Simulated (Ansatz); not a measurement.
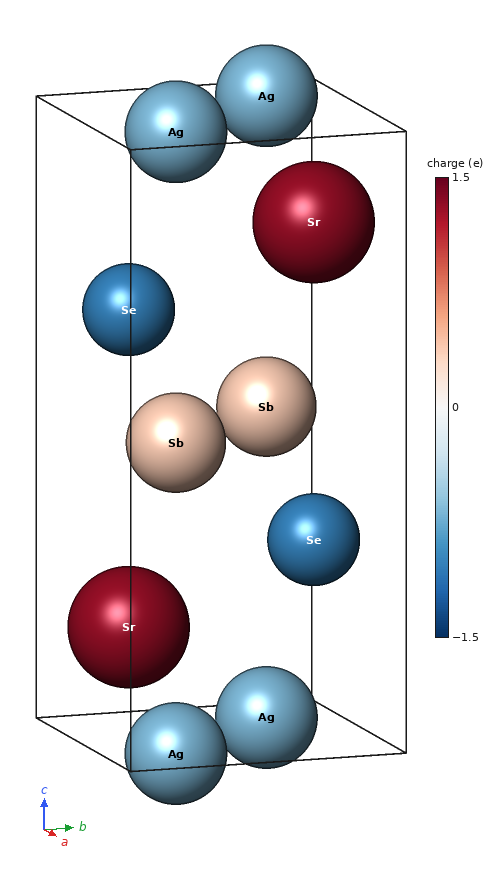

Spheres-only representation of a periodic structure, projected slightly off an axis. The wireframe shows the simulation cell. The atoms of this SrAgSbSe cell are coloured by their Bader charge.

Calculation details: DFT, PAW plane waves, HSE06 in Ansatz; plane waves up to 420 eV, Brillouin-zone sampling on a 3×3×1 mesh, Fermi-Dirac smearing of 0.1 eV, no spin polarisation. The pressure of the cell is 18 GPa.

> Which element is the most positive, and which the most negative?

Most positive: Sr; most negative: Se. Charges: about Sr +1.3 e; Ag -0.7 e; Sb +0.4 e; Se -1.0 e.

Note that this is a generated cell, made by putting these elements into a known structure type (the compound may or may not exist in this form), and that it hasn't been relaxed. It went into a calculation with Ansatz.

At this level of theory the cell isn't at rest (compressed, at 18 GPa and forces up to 5.0 eV/Å), so its distances can differ from those at equilibrium, the more so the softer the solid.
